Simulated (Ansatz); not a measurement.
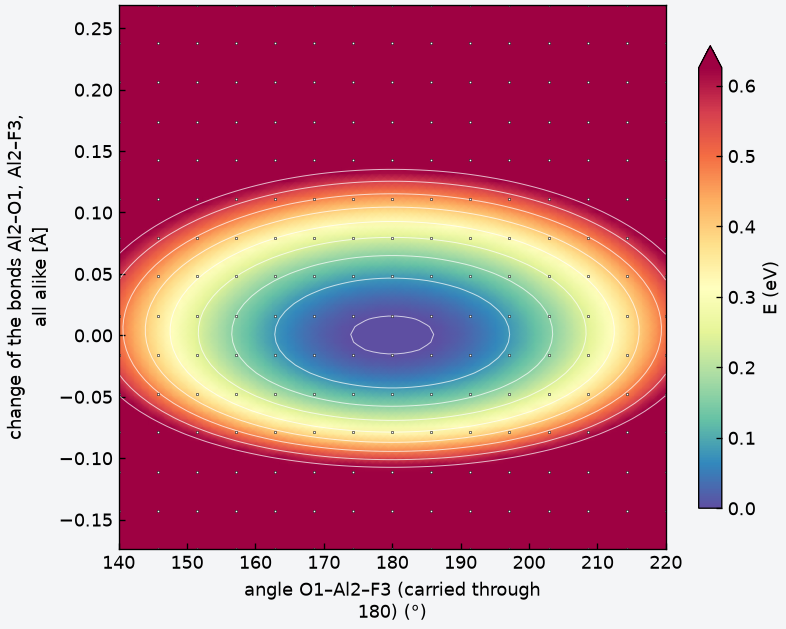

AlFO, SMILES [O]=[Al][F]. Coordinates scanned: (1) angle O1–Al2–F3 (carried through 180); (2) change of the bonds Al2–O1, Al2–F3, all alike. Nothing is relaxed (all other coordinates rigid). The scan uses a 15 × 15 grid; 120 points were computed and 105 follow by symmetry. Points are written as (first, second). Energies: eV, counted from the lowest grid point. The calculation used RHF/def2-TZVP in Ansatz.

In the figure: a smooth colour map with a few white contour lines, dots at the grid points, one colour for all values above the top of the scale. Between grid points the surface is interpolated.

Question: Estimate the position of the minimum and the force constants in these coordinates.

Answer: The interpolated minimum is at the first coordinate ≈ 180.0°, the second coordinate ≈ 0.000 Å. The curvatures there are about 2 eV/rad² and 92 eV/Å², with a cross term of about 0 eV/(rad·Å). Round the minimum the two coordinates are nearly uncoupled.
